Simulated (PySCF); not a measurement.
Molecule: Ge(H)3(Et), SMILES C[CH2][GeH3]. Atoms near the plane z = 1.0 Å, at the PBE0/def2-SVP optimised geometry (x, y, z in Å): Ge1 (-0.5, 0.8, 0.0), C2 (-1.2, -0.2, 1.6), C3 (-0.7, -1.7, 1.6), H4 (-1.0, 2.2, 0.0), H5 (1.1, 0.8, 0.0), H7 (-2.3, -0.1, 1.6), H9 (0.4, -1.7, 1.7), H10 (-1.1, -2.2, 0.8).

Method: PBE0/def2-TZVP (PySCF). The values are rescaled to run from 0 to 1.

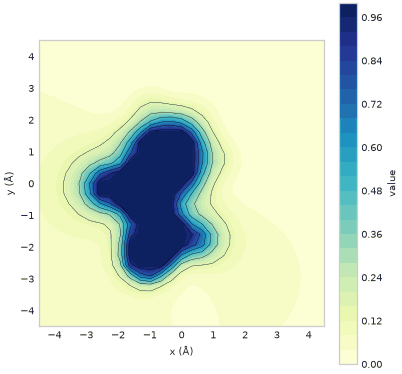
a field on the plane z = 1.0 Å.

Q: Which quantity is mapped?
(A) electrostatic potential
(B) Laplacian of the electron density
(C) log10 of the electron density
(D) an orbital amplitude

A: A, electrostatic potential. In full: electrostatic potential (hartree/e), clipped to [-0.08, 0.12].
